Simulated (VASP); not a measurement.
# TaSi2: structure and properties in VASP, part 2 of 4

Aim: relax TaSi2, then compute properties on the relaxed cell. The start is a cell from a database of measured crystal structures.

VASP 6.6.1; vdW-DF2; plane waves and PAW (Ta_pv, Si).

Still holding for the runs below: This run has no spin polarisation. Its electron count is odd, so without a moment it is a metal by construction. The k-mesh is coarse for a metal.

So far. Step 2 (Relaxing cell and atoms (vdW-DF2)): It ends with a largest force of 0.002 eV/Å and a pressure of 0.01 GPa. The volume lies +7.8 % from that of the database's start. The relaxed cell has a = 4.916, c = 6.689 Å (conventional setting).

The database entry behind the starting cell has ideal inner coordinates that were not refined, so it need not match the best structure at ambient conditions.

## Step 3: Second relaxation

The basis stayed that of the start cell while the cell moved. A rerun from the cell reached resets it; the error of the finite cutoff stays. The mesh changes with the cell too.

INCAR

```
SYSTEM = TaSi2
PREC = Accurate
ENCUT = 400
EDIFF = 1E-06
NELM = 100
ISMEAR = 0
SIGMA = 0.05
LREAL = .FALSE.
ALGO = Normal
GGA = ML
AGGAC = 0
LUSE_VDW = .TRUE.
ZAB_VDW = -1.8867
LASPH = .TRUE.
NBANDS = 37
LORBIT = 11
LWAVE = .FALSE.
LCHARG = .FALSE.
KPAR = 4
IBRION = 2
NSW = 60
ISIF = 3
EDIFFG = -0.01
```

POSCAR

```
TaSi2
1.0
    4.9159481553      0.0000000000      0.0000000000
   -2.4579740777      4.2573359862      0.0000000000
    0.0000000000      0.0000000000      6.6888484618
Ta Si
3 6
Direct
    0.0000000000      0.5000000000      0.1666666667
    0.5000000000      0.5000000000      0.8333333333
    0.5000000000      0.0000000000      0.5000000000
    0.3179671865      0.1589835932      0.1666666667
    0.1589835932      0.8410164068      0.8333333333
    0.8410164068      0.6820328135      0.5000000000
    0.6820328135      0.8410164068      0.1666666667
    0.8410164068      0.1589835932      0.8333333333
    0.1589835932      0.3179671865      0.5000000000
```

KPOINTS

```
Automatic mesh
0
Gamma
5 5 4
0 0 0
```

The projector-augmented-wave data sets are Ta_pv and Si (PBE family, release 64).

Launch:

```console
mpirun -np 4 vasp_std
```

Log:

```text
[banner, memory and clock lines left out]
running    4 mpi-ranks, on    1 nodes
 distrk:  each k-point on    1 cores,    4 groups
 distr:  one band on    1 cores,    1 groups

 POSCAR found type information on POSCAR TaSi
 POSCAR found :  2 types and       9 ions
 [... a notice as in an earlier step ...]

 [... a notice as in an earlier step ...]

 LDA part: xc-table for (Slater+PW92), standard interpolation
 POSCAR, INCAR and KPOINTS ok, starting setup
 FFT: planning ... GRIDC
 FFT: planning ... GRID_SOFT
 FFT: planning ... GRID
 WAVECAR not read
 entering main loop
       N       E                     dE             d eps       ncg     rms          rms(c)
DAV:   1     0.353830720390E+03    0.35383E+03   -0.24318E+04  1126   0.117E+03
DAV:   2    -0.333474865792E+02   -0.38718E+03   -0.37831E+03  1326   0.318E+02
DAV:   3    -0.491230104961E+02   -0.15776E+02   -0.15508E+02  1412   0.587E+01
DAV:   4    -0.494049698176E+02   -0.28196E+00   -0.28058E+00  1404   0.813E+00
DAV:   5    -0.494103535267E+02   -0.53837E-02   -0.53766E-02  1389   0.109E+00    0.262E+01
DAV:   6    -0.468559951469E+02    0.25544E+01   -0.15226E+01  1444   0.158E+01    0.110E+01
DAV:   7    -0.468485675777E+02    0.74276E-02   -0.88194E-01  1372   0.397E+00    0.504E+00
DAV:   8    -0.468655057903E+02   -0.16938E-01   -0.10589E-01  1402   0.190E+00    0.432E-01
DAV:   9    -0.468691037073E+02   -0.35979E-02   -0.13097E-02  1508   0.478E-01    0.217E-01
DAV:  10    -0.468707510617E+02   -0.16474E-02   -0.45899E-03  1372   0.344E-01    0.410E-02
DAV:  11    -0.468707974261E+02   -0.46364E-04   -0.15246E-04  1396   0.708E-02    0.174E-02
DAV:  12    -0.468708158064E+02   -0.18380E-04   -0.63109E-05  1316   0.447E-02    0.494E-03
DAV:  13    -0.468708176757E+02   -0.18693E-05   -0.46930E-06  1300   0.111E-02    0.278E-03
DAV:  14    -0.468708182992E+02   -0.62351E-06   -0.23439E-06  1092   0.840E-03
   1 F= -.46870818E+02 E0= -.46869596E+02  d E =-.468708E+02
 curvature:   0.00 expect dE= 0.000E+00 dE for cont linesearch  0.000E+00
 trial: gam= 0.00000 g(F)=  0.187E-03 g(S)=  0.884E-03 ort = 0.000E+00 (trialstep = 0.100E+01)
 search vector abs. value=  0.107E-02
 bond charge predicted
       N       E                     dE             d eps       ncg     rms          rms(c)
DAV:   1    -0.468727805226E+02   -0.19628E-02   -0.75524E-02  1263   0.154E+00    0.253E-01
DAV:   2    -0.468715809848E+02    0.11995E-02   -0.31163E-03  1375   0.330E-01    0.112E-01
DAV:   3    -0.468712569166E+02    0.32407E-03   -0.65160E-04  1415   0.136E-01    0.394E-02
DAV:   4    -0.468712453639E+02    0.11553E-04   -0.96855E-05  1468   0.406E-02    0.193E-02
DAV:   5    -0.468712485197E+02   -0.31558E-05   -0.34542E-05  1418   0.274E-02    0.135E-02
DAV:   6    -0.468712483086E+02    0.21110E-06   -0.77973E-06  1287   0.126E-02
   2 F= -.46871248E+02 E0= -.46870140E+02  d E =-.430009E-03
[...]
3 F= -.46871267E+02 E0= -.46870140E+02  d E =-.448239E-03
 curvature:  -0.41 expect dE=-0.196E-04 dE for cont linesearch -0.214E-07
 trial: gam= 0.03739 g(F)=  0.373E-04 g(S)=  0.102E-04 ort = 0.745E-05 (trialstep = 0.966E+00)
 search vector abs. value=  0.495E-04
 bond charge predicted
       N       E                     dE             d eps       ncg     rms          rms(c)
DAV:   1    -0.468713114749E+02   -0.44480E-04   -0.12344E-03  1213   0.209E-01    0.373E-02
DAV:   2    -0.468713006960E+02    0.10779E-04   -0.68774E-05  1423   0.448E-02    0.144E-02
DAV:   3    -0.468712971002E+02    0.35958E-05   -0.68413E-06  1324   0.154E-02    0.336E-03
DAV:   4    -0.468712961548E+02    0.94535E-06   -0.81291E-07   766   0.481E-03
   4 F= -.46871296E+02 E0= -.46870189E+02  d E =-.296167E-04
 trial-energy change:   -0.000030  1 .order   -0.000031   -0.000046   -0.000015
 step:   1.4299(harm=  1.4299)  dis= 0.00085  next Energy=   -46.871301 (dE=-0.341E-04)
 reached required accuracy - stopping structural energy minimisation
```

Run time: 5 min. Hardware: 4 MPI ranks of Intel Xeon Platinum 8488C (Sapphire Rapids), shared host; peak memory 2 GiB.

Parts of OUTCAR (step 3):

```text
  LATTYP: Found a hexagonal cell.
 ALAT       =     4.9159481553
 C/A-ratio  =     1.3606425964

 Found     15 irreducible k-points:

   k-points           NKPTS =     15   k-points in BZ     NKDIM =     15   number of bands    NBANDS=     37

   ENCUT  =  400.0 eV  29.40 Ry    5.42 a.u.   8.02  8.02 10.91*2*pi/ulx,y,z

   NELECT =      57.0000    total number of electrons

 E-fermi :   8.6377

 k-point     1 :       0.0000    0.0000    0.0000
  band No.  band energies     occupation
    ...
     25       6.4107      2.00000
     26       6.4107      2.00000
     27       6.6746      2.00000
     28       6.6746      2.00000
     29       7.3005      2.00000
     30       9.5322      0.00000
     31      11.5171      0.00000
     32      11.5171      0.00000
     33      11.5269      0.00000
     34      11.8084      0.00000
    ...

 k-point     2 :       0.2000    0.0000    0.0000
  band No.  band energies     occupation
    ...
     25       6.6415      2.00000
     26       6.8262      2.00000
     27       6.8431      2.00000
     28       7.1663      2.00000
     29       7.2191      2.00000
     30       9.3623      0.00000
     31      10.4077      0.00000
     32      10.8332      0.00000
     33      11.3643      0.00000
     34      11.4355      0.00000
    ...

Total vdW correction in eV:      5.7722033

  Total        0.0027130      0.0027130     -0.0336622     -0.0000000      0.0000000      0.0000000
  in kB        0.0310822      0.0310822     -0.3856630     -0.0000000      0.0000000      0.0000000
  external PRESSURE =      -0.1078329 kB  Pullay stress =       0.0000000 kB

  energy-cutoff  :      400.00
  volume of cell :      139.84
      direct lattice vectors                 reciprocal lattice vectors
     4.911028086  0.000000000 -0.000000000     0.203623352  0.117561997  0.000000000
    -2.455514043  4.253075081 -0.000000000    -0.000000000  0.235123994  0.000000000
     0.000000000 -0.000000000  6.695297362     0.000000000  0.000000000  0.149358564

 POSITION                                       TOTAL-FORCE (eV/Angst)
 -----------------------------------------------------------------------------------
     -1.22776      2.12654      1.11588         0.000000     -0.000000      0.000000
      1.22776      2.12654      5.57941         0.000000     -0.000000     -0.000000
      2.45551      0.00000      3.34765         0.000000      0.000000      0.000000
      1.16978      0.67537      1.11588        -0.004180     -0.002413      0.000000
     -1.28573      3.57770      5.57941        -0.004180      0.002413     -0.000000
      2.45551      2.90233      3.34765        -0.000000      0.004826     -0.000000
      1.28573      3.57770      1.11588         0.004180      0.002413     -0.000000
      3.74125      0.67537      5.57941         0.004180     -0.002413      0.000000
     -0.00000      1.35075      3.34765         0.000000     -0.004826      0.000000
 -----------------------------------------------------------------------------------
    total drift:                                0.000000     -0.000000      0.000000

  FREE ENERGIE OF THE ION-ELECTRON SYSTEM (eV)
  ---------------------------------------------------
  free  energy   TOTEN  =       -46.8712961548 eV

  energy  without entropy=      -46.8690809031  energy(sigma->0) =      -46.87018853

Total vdW correction in eV:      5.7721749

 total charge
# of ion       s       p       d       tot
------------------------------------------
    1        0.267   6.160   2.446   8.872
    2        0.267   6.160   2.446   8.872
    3        0.267   6.160   2.446   8.872
    4        0.760   0.855   0.000   1.615
    5        0.760   0.855   0.000   1.615
    6        0.760   0.855   0.000   1.615
    7        0.760   0.855   0.000   1.615
    8        0.760   0.855   0.000   1.615
    9        0.760   0.855   0.000   1.615
--------------------------------------------------
tot          5.359  23.608   7.337  36.304

[... 4 parts as in an earlier step ...]

[... 7 further parts left out ...]
```

CONTCAR:

```
TaSi2
   1.00000000000000
     4.9110280863160769    0.0000000000000578   -0.0000000000000000
    -2.4555140432079385    4.2530750814714544   -0.0000000000000000
     0.0000000000000000   -0.0000000000000000    6.6952973618210079
  Ta              Si
     3     6
Direct
     0.0000000000000000    0.5000000000000000    0.1666666667000030
     0.5000000000000000    0.5000000000000000    0.8333333332999970
     0.5000000000000000    0.0000000000000000    0.5000000000000000
     0.3175932951323818    0.1587966475161900    0.1666666667000030
     0.1587966475161900    0.8412033524838100    0.8333333332999970
     0.8412033524838100    0.6824067048676182    0.5000000000000000
     0.6824067048676182    0.8412033524838100    0.1666666667000030
     0.8412033524838100    0.1587966475161900    0.8333333332999970
     0.1587966475161900    0.3175932951323818    0.5000000000000000
```

Relaxation path:

| step | energy less that of the first step (eV) | largest force (eV/Å) | pressure (GPa) | volume (Å³) |
| --- | --- | --- | --- | --- |
| 1 | 0.0000 | 0.0254 | -0.11 | 139.99 |
| 2 | -0.0004 | 0.0084 | 0.06 | 139.77 |
| 3 | -0.0004 | 0.0114 | 0.03 | 139.80 |
| 4 | -0.0005 | 0.0048 | -0.01 | 139.84 |

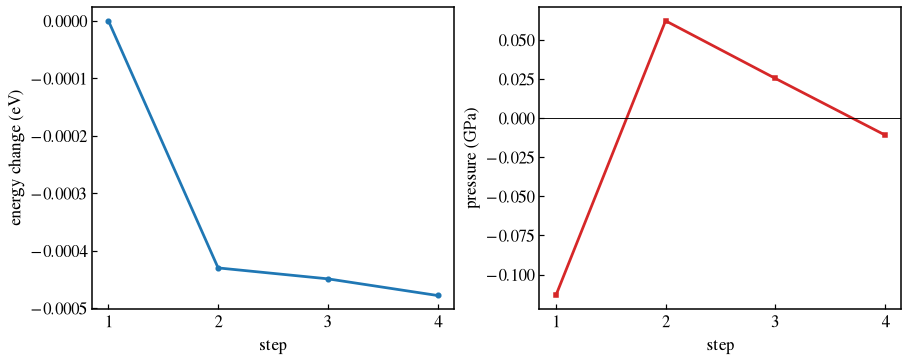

Energy and pressure along the relaxation.

| conventional cell, symmetrised | before | after | change |
| --- | --- | --- | --- |
| a (Å) | 4.916 | 4.911 | -0.1 % |
| b (Å) | 4.916 | 4.911 | -0.1 % |
| c (Å) | 6.689 | 6.695 | +0.1 % |
| volume (Å³/atom) | 15.55 | 15.54 | -0.1 % |

The relaxed structure:

```
Ta Si
1.0
     4.91103    0.00000    0.00000
    -2.45551    4.25308    0.00000
     0.00000    0.00000    6.69530
Ta Si
3 6
Cartesian
  -1.2278 2.1265 1.1159
  1.2278 2.1265 5.5794
  2.4555 0.0000 3.3476
  1.1698 0.6754 1.1159
  -1.2857 3.5777 5.5794
  2.4555 2.9023 3.3476
  1.2857 3.5777 1.1159
  3.7412 0.6754 5.5794
  0.0000 1.3507 3.3476
```

This step gave:

- irreducible k-points: 15
- energy at zero smearing: -46.87 eV
- Fermi energy: 8.638 eV
- pressure: -0.01078 GPa
- SCF cycles over all ionic steps: 29

It ends with a largest force of 0.005 eV/Å and a pressure of -0.01 GPa. The volume moved by only 0.10 %, so the volume is settled.

## Step 4: Single point with fields (vdW-DF2)

A single point on the relaxed cell gives a clean self-consistent state, with density, ELF and potential written out.

Changes to INCAR since step 3:

```diff
@@ -17,7 +17,5 @@
 LWAVE = .FALSE.
-LCHARG = .FALSE.
-KPAR = 4
-IBRION = 2
-NSW = 60
-ISIF = 3
-EDIFFG = -0.01
+LCHARG = .TRUE.
+ISIF = 2
+LELF = .TRUE.
+LVHAR = .TRUE.
```

POSCAR

```
TaSi2
1.0
    4.9110280863      0.0000000000      0.0000000000
   -2.4555140432      4.2530750815      0.0000000000
    0.0000000000      0.0000000000      6.6952973618
Ta Si
3 6
Direct
    0.0000000000      0.5000000000      0.1666666667
    0.5000000000      0.5000000000      0.8333333333
    0.5000000000      0.0000000000      0.5000000000
    0.3175932951      0.1587966475      0.1666666667
    0.1587966475      0.8412033525      0.8333333333
    0.8412033525      0.6824067049      0.5000000000
    0.6824067049      0.8412033525      0.1666666667
    0.8412033525      0.1587966475      0.8333333333
    0.1587966475      0.3175932951      0.5000000000
```

KPOINTS is that of step 3.

Launch:

```console
mpirun -np 4 vasp_std
```

Log:

```text
[banner, memory and clock lines left out]
running    4 mpi-ranks, on    1 nodes
 distrk:  each k-point on    4 cores,    1 groups
 distr:  one band on    1 cores,    4 groups

 POSCAR found type information on POSCAR TaSi
 POSCAR found :  2 types and       9 ions
 [... a notice as in an earlier step ...]

 [... a notice as in an earlier step ...]

 LDA part: xc-table for (Slater+PW92), standard interpolation
|                                                                             |
|           W    W    AA    RRRRR   N    N  II  N    N   GGGG   !!!           |
|           W    W   A  A   R    R  NN   N  II  NN   N  G    G  !!!           |
|           W    W  A    A  R    R  N N  N  II  N N  N  G       !!!           |
|           W WW W  AAAAAA  RRRRR   N  N N  II  N  N N  G  GGG   !            |
|           WW  WW  A    A  R   R   N   NN  II  N   NN  G    G                |
|           W    W  A    A  R    R  N    N  II  N    N   GGGG   !!!           |
|                                                                             |
|     The number of bands has been changed from the values supplied in        |
|     The orbitals not found in the WAVECAR file will be initialized with     |
|     random numbers, which is usually adequate. For correlated               |
|     calculations, however, you should redo the groundstate calculation.     |
|     I found NBANDS = 37. Now, NBANDS = 40.                                  |
|                                                                             |

 POSCAR, INCAR and KPOINTS ok, starting setup
 FFT: planning ... GRIDC
 FFT: planning ... GRID_SOFT
 FFT: planning ... GRID
 WAVECAR not read
 entering main loop
       N       E                     dE             d eps       ncg     rms          rms(c)
DAV:   1     0.358337988112E+03    0.35834E+03   -0.23921E+04  1240   0.109E+03
DAV:   2    -0.321582917704E+02   -0.39050E+03   -0.37741E+03  1392   0.303E+02
DAV:   3    -0.491204703758E+02   -0.16962E+02   -0.16662E+02  1560   0.580E+01
DAV:   4    -0.493997538830E+02   -0.27928E+00   -0.27805E+00  1552   0.763E+00
DAV:   5    -0.494042736352E+02   -0.45198E-02   -0.45174E-02  1504   0.980E-01    0.262E+01
DAV:   6    -0.468564050724E+02    0.25479E+01   -0.13153E+01  1576   0.146E+01    0.109E+01
DAV:   7    -0.468492964211E+02    0.71087E-02   -0.85844E-01  1488   0.380E+00    0.507E+00
DAV:   8    -0.468658465063E+02   -0.16550E-01   -0.10046E-01  1472   0.176E+00    0.442E-01
DAV:   9    -0.468694965062E+02   -0.36500E-02   -0.10302E-02  1568   0.423E-01    0.224E-01
DAV:  10    -0.468711835432E+02   -0.16870E-02   -0.42604E-03  1528   0.318E-01    0.398E-02
DAV:  11    -0.468712247728E+02   -0.41230E-04   -0.14067E-04  1544   0.651E-02    0.184E-02
DAV:  12    -0.468712439827E+02   -0.19210E-04   -0.64355E-05  1456   0.421E-02    0.523E-03
DAV:  13    -0.468712458936E+02   -0.19109E-05   -0.40531E-06  1432   0.997E-03    0.281E-03
DAV:  14    -0.468712465842E+02   -0.69068E-06   -0.22303E-06  1248   0.769E-03
   1 F= -.46871247E+02 E0= -.46870139E+02  d E =-.221594E-02
```

The job ended after 54 s (4 MPI ranks; peak memory 1 GiB; 3.1 min of CPU time).

OUTCAR, selected parts (step 4):

```text
  LATTYP: Found a hexagonal cell.
 ALAT       =     4.9110280863
 C/A-ratio  =     1.3633188905

 Found     15 irreducible k-points:

   k-points           NKPTS =     15   k-points in BZ     NKDIM =     15   number of bands    NBANDS=     40

   ENCUT  =  400.0 eV  29.40 Ry    5.42 a.u.   8.01  8.01 10.92*2*pi/ulx,y,z

   NELECT =      57.0000    total number of electrons

 E-fermi :   8.6377

 k-point     1 :       0.0000    0.0000    0.0000
  band No.  band energies     occupation
    ...
     25       6.4107      2.00000
     26       6.4107      2.00000
     27       6.6746      2.00000
     28       6.6746      2.00000
     29       7.3005      2.00000
     30       9.5322      0.00000
     31      11.5170      0.00000
     32      11.5170      0.00000
     33      11.5269      0.00000
     34      11.8084      0.00000
    ...

 k-point     2 :       0.2000    0.0000    0.0000
  band No.  band energies     occupation
    ...
     25       6.6416      2.00000
     26       6.8262      2.00000
     27       6.8431      2.00000
     28       7.1663      2.00000
     29       7.2191      2.00000
     30       9.3623      0.00000
     31      10.4077      0.00000
     32      10.8332      0.00000
     33      11.3643      0.00000
     34      11.4355      0.00000
    ...

Total vdW correction in eV:      5.7721886

  Total       -0.0014594     -0.0014594     -0.0349743      0.0000000     -0.0000000      0.0000000
  in kB       -0.0167201     -0.0167201     -0.4006955      0.0000000     -0.0000000      0.0000000
  external PRESSURE =      -0.1447119 kB  Pullay stress =       0.0000000 kB

  energy-cutoff  :      400.00
  volume of cell :      139.84
      direct lattice vectors                 reciprocal lattice vectors
     4.911028086  0.000000000  0.000000000     0.203623352  0.117561997  0.000000000
    -2.455514043  4.253075081  0.000000000     0.000000000  0.235123994  0.000000000
     0.000000000  0.000000000  6.695297362     0.000000000  0.000000000  0.149358564

 POSITION                                       TOTAL-FORCE (eV/Angst)
 -----------------------------------------------------------------------------------
     -1.22776      2.12654      1.11588        -0.000000      0.000000     -0.000000
      1.22776      2.12654      5.57941        -0.000000      0.000000      0.000000
      2.45551      0.00000      3.34765        -0.000000      0.000000      0.000000
      1.16978      0.67537      1.11588        -0.004186     -0.002417      0.000000
     -1.28573      3.57770      5.57941        -0.004186      0.002417     -0.000000
      2.45551      2.90233      3.34765        -0.000000      0.004833      0.000000
      1.28573      3.57770      1.11588         0.004186      0.002417     -0.000000
      3.74125      0.67537      5.57941         0.004186     -0.002417     -0.000000
     -0.00000      1.35075      3.34765         0.000000     -0.004833      0.000000
 -----------------------------------------------------------------------------------
    total drift:                                0.000000     -0.000000      0.000000

  FREE ENERGIE OF THE ION-ELECTRON SYSTEM (eV)
  ---------------------------------------------------
  free  energy   TOTEN  =       -46.8712465842 eV

  energy  without entropy=      -46.8690306445  energy(sigma->0) =      -46.87013861

Total vdW correction in eV:      5.7721748

[... 7 parts as in an earlier step ...]

[... 4 further parts left out ...]
```

This step gave:

```
SCF cycles : 14
bands      : 40
pressure   : -0.01447 GPa
```

Valence electrons inside each PAW sphere by angular momentum. Sphere charges, by row:

| atom | s (e) | p (e) | d (e) | tot (e) |
| --- | --- | --- | --- | --- |
| Ta1 | 0.267 | 6.16 | 2.446 | 8.872 |
| Ta2 | 0.267 | 6.16 | 2.446 | 8.872 |
| Ta3 | 0.267 | 6.16 | 2.446 | 8.872 |
| Si4 | 0.76 | 0.855 | 0 | 1.615 |
| Si5 | 0.76 | 0.855 | 0 | 1.615 |
| Si6 | 0.76 | 0.855 | 0 | 1.615 |
| Si7 | 0.76 | 0.855 | 0 | 1.615 |
| Si8 | 0.76 | 0.855 | 0 | 1.615 |
| Si9 | 0.76 | 0.855 | 0 | 1.615 |

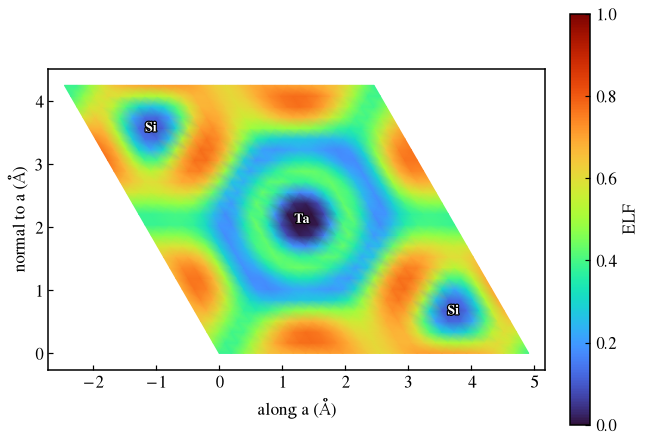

ELF in the ab plane at fractional z = 0.167, with atoms of Ta and Si within 0.2 Å of it. It is the smooth field of the valence electrons, not physical close to the nuclei. The map starts off the cell's origin, so that atoms lie inside it.

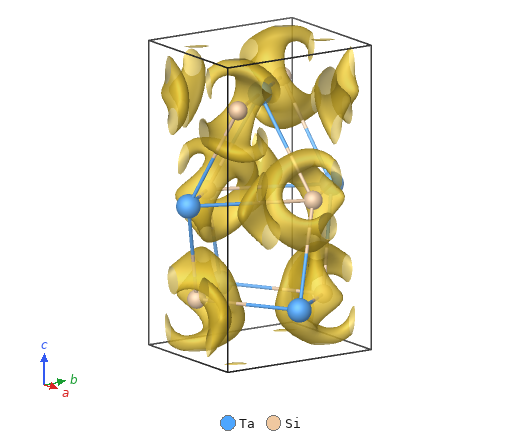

Surface of ELF = 0.72.

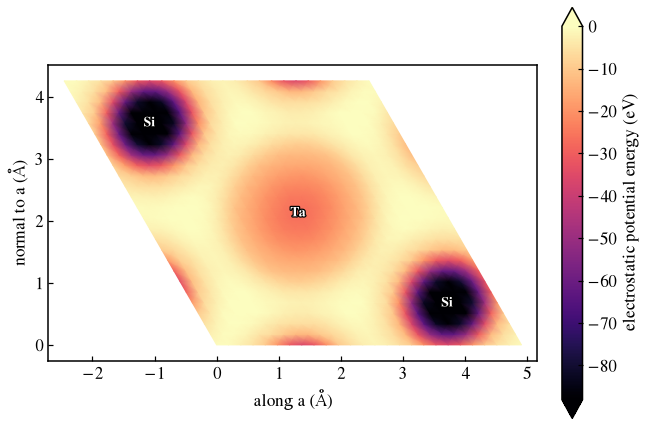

Electrostatic potential energy in the ab plane at fractional z = 0.167, with atoms of Ta and Si within 0.2 Å of it. With pseudopotentials it is smooth inside the atoms' cores, unlike the true potential. The map starts off the cell's origin, so that atoms lie inside it.

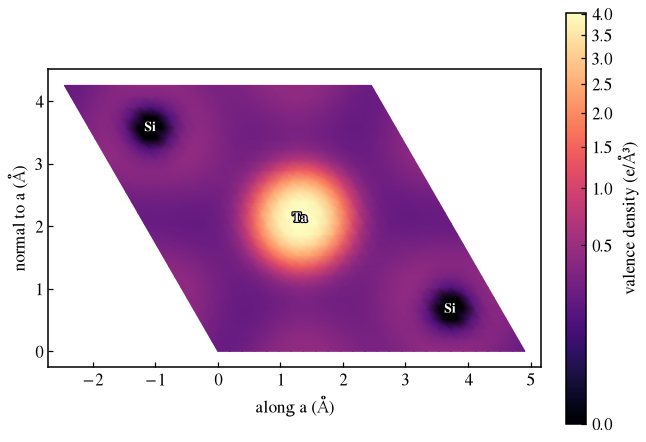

Valence density in the ab plane at fractional z = 0.167, with atoms of Ta and Si within 0.2 Å of it. It is the smooth field of the valence electrons, not physical close to the nuclei. The map starts off the cell's origin, so that atoms lie inside it. The colour scale is stretched toward low values.

In this run the pressure is -0.01 GPa, small enough to go on.

(Continued in part 3 of 4.)

[Lines on the potential files, build, host, timing and source positions are cut from VASP's logs without a mark.]

[Logs are printed without paths, hosts, clocks, repeated set-up lines and the standing remarks that a program may print on its own settings, such as how far it seeks lower states.]

[Hosts, paths, dates, database ids (printed as entryN), source tags and the programs' standing remarks are cut or masked in the printed files.]

[A measured line is paired with the nearest computed mode of its activity, which favours agreement.]
